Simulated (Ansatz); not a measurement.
```xyz
18

C    -1.4876   -0.4168   -0.7254
N    -0.1881   -0.0527   -0.0917
C     0.9500   -0.7903   -0.7551
C    -0.1957   -0.4095    1.3753
C     0.0667    1.4299   -0.2198
H    -1.6515   -1.5055   -0.6187
H    -2.3040    0.1353   -0.2233
H    -1.4575   -0.1466   -1.7975
H     0.9671   -0.5121   -1.8252
H     1.8813   -0.4555   -0.2157
H     0.7725   -1.8760   -0.6427
H    -1.0170    0.1471    1.8637
H    -0.3619   -1.4989    1.4668
H     0.8155   -0.1014    1.7661
H    -0.7570    1.9685    0.2846
H     0.0921    1.6862   -1.2952
H     1.0598    1.6099    0.2819
Cl    2.8154    0.7883    1.3720
```

Geometry: PBE-D4/def2-SVP.

Level of theory: RKS PBE0-D4/def2-TZVP in Ansatz.

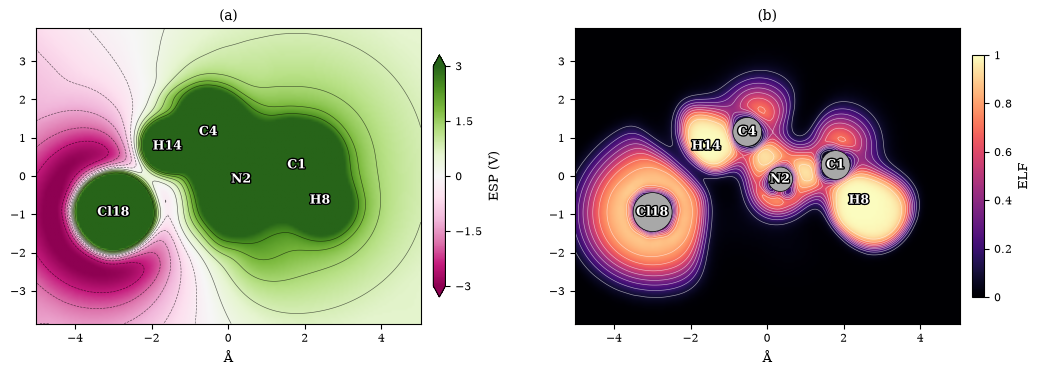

C$_{4}$H$_{12}$N···Cl. (a) molecular electrostatic potential; (b) ELF on the plane of atoms C1, N2 and C4. Grey discs cover the atomic cores in the ELF map.

What does the map show?

Answer.
- The section cuts through C, N, H and Cl sites.
- Cl18···H14 (2.22 Å): the ELF dips to about 0.15 between them.
- C–N (1.49 Å): the ELF peaks at about 0.95 between the atoms (a shared electron pair).
- C–H (1.11 Å): the ELF climbs to about 1 towards the hydrogen, as it does in any bond to H; an ordinary covalent bond to hydrogen.
- Outside the dense part of the complex the potential is most negative (−3.1 V) near Cl18.
